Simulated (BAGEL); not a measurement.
# A workflow on BGeH3Cl2 (SMILES Cl[B](Cl)[GeH3])

Aim: a single-point energy (HF/cc-pVDZ), then a single-point energy (NEVPT2(2,2)/cc-pVDZ) of BGeH3Cl2. 

Program for the calculation: BAGEL 1.2.2.

2 further runs of the same task are left out: 2 set aside as unsound or not needed.

## (1) The molecule

BGeH3Cl2: 7 atoms, total charge 0, spin state singlet. As SMILES, `Cl[B](Cl)[GeH3]`. One bond was lengthened or shortened from a relaxed shape.

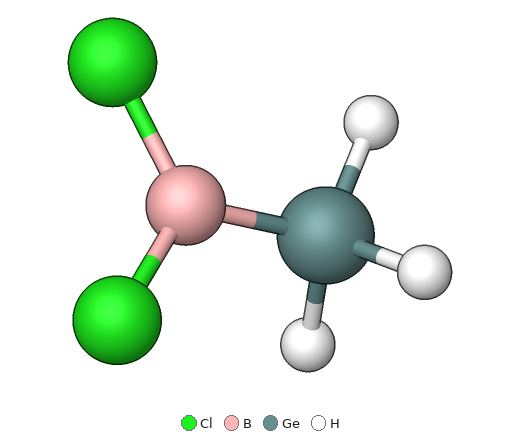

Viewed from a chosen angle; chlorine green, boron pink, germanium teal, hydrogen white.

## (2) The energy at HF/cc-pVDZ (density fitting with svp-jkfit) (run 1)

job.json reads:

```json
{ "bagel" : [

{
  "title" : "molecule",
  "basis" : "cc-pvdz.json",
  "df_basis" : "svp-jkfit",
  "angstrom" : "false",
  "geometry" : [
    { "atom" : "Cl", "xyz" : [     3.21267614,    -2.18290013,     2.02228096 ] },
    { "atom" : "B", "xyz" : [     0.29663976,    -1.41510440,     0.70476391 ] },
    { "atom" : "Cl", "xyz" : [    -2.13883927,    -3.62589499,     0.88088638 ] },
    { "atom" : "Ge", "xyz" : [    -0.23262529,     1.50894631,    -0.77894511 ] },
    { "atom" : "H", "xyz" : [    -1.05106567,     1.05938047,    -3.53057532 ] },
    { "atom" : "H", "xyz" : [    -2.39258225,     2.89940679,     0.57957900 ] },
    { "atom" : "H", "xyz" : [     2.14162662,     3.17568475,    -0.74965435 ] }
  ]
},

{ "title" : "hf" },

{ "title" : "print", "file" : "orbitals.molden", "orbitals" : "true" }

]}
```

The basis set cc-pVDZ is read from a file made from the Basis Set Exchange's data (not shown).

Run with:

```bash
$ BAGEL_NUM_THREADS=1 BAGEL job.json > job.out
```

Standard output:

```text
* using 1 threads per process

  ===============================================================
  ===============================================================

  *** Geometry ***

  { "atom" : "Cl", "xyz" : [      3.212676,     -2.182900,      2.022281 ] },
  { "atom" : "B", "xyz" : [      0.296640,     -1.415104,      0.704764 ] },
  { "atom" : "Cl", "xyz" : [     -2.138839,     -3.625895,      0.880886 ] },
  { "atom" : "Ge", "xyz" : [     -0.232625,      1.508946,     -0.778945 ] },
  { "atom" : "H", "xyz" : [     -1.051066,      1.059380,     -3.530575 ] },
  { "atom" : "H", "xyz" : [     -2.392582,      2.899407,      0.579579 ] },
  { "atom" : "H", "xyz" : [      2.141627,      3.175685,     -0.749654 ] },

  Number of auxiliary basis functions:      651

  Since a DF basis is specified, we compute 2- and 3-index integrals:
    o Being stored without compression. Storage requirement is 0.044 GB

  Number of basis functions:       92
  Number of electrons      :       74

    * METHOD: MOLECULE                             0.80

  *** RHF ***

  === Nuclear Repulsion ===
   391.2229567139

      * DIIS with orbital gradients will be used.

  === RHF iteration (cc-pvdz.json) ===
      0      -3020.72010893          0.00631017           0.28
      1      -3020.78827226          0.00263057           0.27
      2      -3020.79551432          0.00094804           0.27
      3      -3020.79670940          0.00026039           0.27
      4      -3020.79677408          0.00005334           0.27
      5      -3020.79678001          0.00001439           0.27
      6      -3020.79678036          0.00000331           0.27
      7      -3020.79678038          0.00000121           0.27
      8      -3020.79678038          0.00000032           0.27
      9      -3020.79678038          0.00000014           0.27
     10      -3020.79678038          0.00000003           0.27
     11      -3020.79678038          0.00000001           0.27
    * SCF iteration converged.

    * Permanent dipole moment:
           (    0.021146,    -0.162243,     0.079814) a.u.

    * METHOD: HF                                   3.81

    * METHOD: PRINT                                0.03

  ===============================================================
```

Run time: 5.1 s. Hardware: 1 thread of Arm Neoverse N1, shared host; peak memory 0.19 GiB.

## (3) A single-point energy at NEVPT2(2,2)/cc-pVDZ (density fitting with svp-jkfit) (run 2)

input.json reads:

```json
{ "bagel": [

{
  "title": "molecule",
  "basis": "cc-pvdz.json",
  "df_basis": "svp-jkfit",
  "angstrom": false,
  "geometry": [
    { "atom": "Cl", "xyz": [     3.21267614,    -2.18290013,     2.02228096 ] },
    { "atom": "B", "xyz": [     0.29663976,    -1.41510440,     0.70476391 ] },
    { "atom": "Cl", "xyz": [    -2.13883927,    -3.62589499,     0.88088638 ] },
    { "atom": "Ge", "xyz": [    -0.23262529,     1.50894631,    -0.77894511 ] },
    { "atom": "H", "xyz": [    -1.05106567,     1.05938047,    -3.53057532 ] },
    { "atom": "H", "xyz": [    -2.39258225,     2.89940679,     0.57957900 ] },
    { "atom": "H", "xyz": [     2.14162662,     3.17568475,    -0.74965435 ] }
  ]
},

{ "title": "hf", "charge": 0 },

{
  "title": "nevpt2",
  "nstate": 1,
  "nact": 2,
  "nclosed": 36,
  "charge": 0,
  "active": [28, 39],
  "maxiter": 200,
  "natocc": true,
  "ncore": 20
},

{ "title": "print", "file": "orbitals.molden", "orbitals": true }

]}
```

The basis set cc-pVDZ is read from a file made from the Basis Set Exchange's data (not shown).

Run with:

```bash
$ BAGEL_NUM_THREADS=1 BAGEL input.json > input.out
```

Standard output:

```text
* using 1 threads per process

  ===============================================================
  ===============================================================

  *** Geometry ***

  { "atom" : "Cl", "xyz" : [      3.212676,     -2.182900,      2.022281 ] },
  { "atom" : "B", "xyz" : [      0.296640,     -1.415104,      0.704764 ] },
  { "atom" : "Cl", "xyz" : [     -2.138839,     -3.625895,      0.880886 ] },
  { "atom" : "Ge", "xyz" : [     -0.232625,      1.508946,     -0.778945 ] },
  { "atom" : "H", "xyz" : [     -1.051066,      1.059380,     -3.530575 ] },
  { "atom" : "H", "xyz" : [     -2.392582,      2.899407,      0.579579 ] },
  { "atom" : "H", "xyz" : [      2.141627,      3.175685,     -0.749654 ] },

  Number of auxiliary basis functions:      651

  Since a DF basis is specified, we compute 2- and 3-index integrals:
    o Being stored without compression. Storage requirement is 0.044 GB

  Number of basis functions:       92
  Number of electrons      :       74

    * METHOD: MOLECULE                             0.80

  *** RHF ***

  === Nuclear Repulsion ===
   391.2229567139

      * DIIS with orbital gradients will be used.

  === RHF iteration (cc-pvdz.json) ===
      0      -3020.72010893          0.00631017           0.28
      1      -3020.78827226          0.00263057           0.27
      2      -3020.79551432          0.00094804           0.27
      3      -3020.79670940          0.00026039           0.27
      4      -3020.79677408          0.00005334           0.27
      5      -3020.79678001          0.00001439           0.27
      6      -3020.79678036          0.00000331           0.27
      7      -3020.79678038          0.00000121           0.27
      8      -3020.79678038          0.00000032           0.27
      9      -3020.79678038          0.00000014           0.27
     10      -3020.79678038          0.00000003           0.27
     11      -3020.79678038          0.00000001           0.27
    * SCF iteration converged.

    * Permanent dipole moment:
           (    0.021146,    -0.162243,     0.079814) a.u.

    * METHOD: HF                                   3.80

    * freezing 20 orbitals
  ---------------------------
      CASSCF calculation
  ---------------------------

    ==== Active orbitals : =====
         Orbital 28
         Orbital 39
    ============================

    * nstate   :      1
    * nclosed  :     36
    * nact     :      2
    * nvirt    :     54
  === CASSCF iteration (cc-pvdz.json) ===

    * Using the second-order algorithm

      0  0     -3020.79691563     2.25e-05      0.06

      1  0     -3020.79741016     4.64e-05      1.09

      2  0     -3020.80104221     2.54e-04      1.33

      3  0     -3020.80236400     5.54e-05      1.40

      4  0     -3020.80240427     7.71e-06      1.41

      5  0     -3020.80240449     8.15e-07      1.38

      6  0     -3020.80240449     8.23e-08      1.42

      7  0     -3020.80240449     8.56e-09      1.38

    * Second-order optimization converged. *

     guess   0:   closed 1.                   open ..

  === FCI iteration ===

      0  0     -3020.79674601     4.33e-02      0.00
      1  0     -3020.80240077     8.29e-04      0.00
      2  0 *   -3020.80240449     6.19e-16      0.00

     * ci vector, state   0, <S^2> = 0.0000
       2.     0.9978760385
       .2    -0.0651414747

  === DF-NEVPT2 calculation ===

    * 3-index integral transformation done
    * assembly done

      NEVPT2 correlation energy:   -0.4711473266      0.33

          (+0)     -0.4194447794
          (+0)'    -0.0130539400
          (+1)     -0.0044376726
          (+1)'    -0.0000000000
          (+2)     -0.0015255276
          (-1)     -0.0262897484
          (-1)'     0.0000000000
          (-2)     -0.0063956586

      NEVPT2 total energy:       -3021.2735518215

    * METHOD: NEVPT2                              10.82

    * METHOD: PRINT                                0.03

  ===============================================================
```

Wall time 16 s (1 thread of Arm Neoverse N1, shared host); peak memory 0.2 GiB.

## (4) What came out

```
                                quantity           value
         run 1, HF/cc-pVDZ: total energy  -3020.79678 Eh
        run 1, HF/cc-pVDZ: dipole moment          0.46 D
          run 1, HF/cc-pVDZ: HOMO energy       -11.72 eV
          run 1, HF/cc-pVDZ: LUMO energy         1.34 eV
        run 1, HF/cc-pVDZ: HOMO–LUMO gap        13.06 eV
run 2, NEVPT2(2,2)/cc-pVDZ: total energy  -3021.27355 Eh
```
